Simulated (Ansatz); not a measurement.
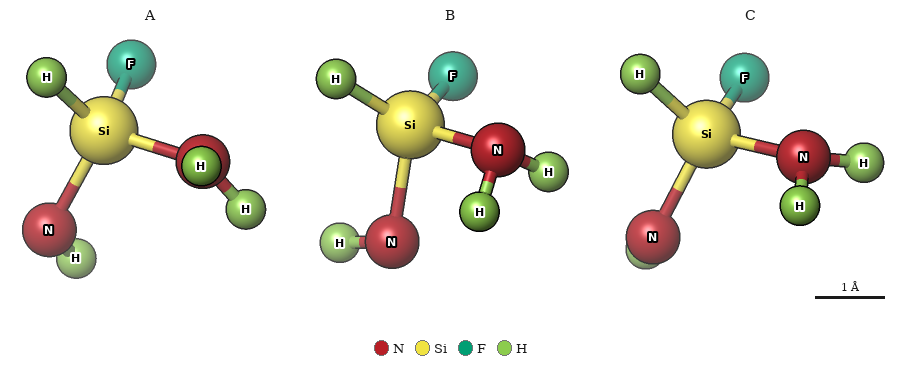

3 geometries from one relaxation of SiN2H4F (multiplicity 2) (coarse preliminary run), in shuffled order. Style: ball-and-stick. Shown at a tilt.

The start comes from a force field.

The calculation used UKS PBE-D4/def2-SVP (Ansatz 0.2.0). (force threshold 0.03 eV/Å; at most 200 steps)

Question: Order the frames from highest to lowest energy.

Answer: B, C, A. They are steps 0, 5, 19, at +1.212 eV, +0.070 eV relative to the last. An H atom moves most after the best rigid fit: 0.88 Å. By element the largest moves are H 0.88 Å, N 0.70 Å, F 0.36 Å, Si 0.13 Å. Among the contacts that change: N–Si 1.659 → 1.742 Å, F–Si 1.593 → 1.643 Å, H–N 1.081 → 1.038 Å, H–Si 1.464 → 1.491 Å. Bond angles that change, for instance: N–Si–N 89.9° → 107.7°, Si–N–H 102.2° → 118.9°, Si–N–H 104.9° → 120.5°. Groups turn about N–Si by about 95°. Over 18 accepted moves (19 points after the start) the energy falls by 1.212 eV. Largest force component: 3.3 eV/Å at the start, 0.0073 eV/Å at the end. The line search rejected the trial step at point 12 of the run. The run took roughly 60 core-seconds on a shared host.
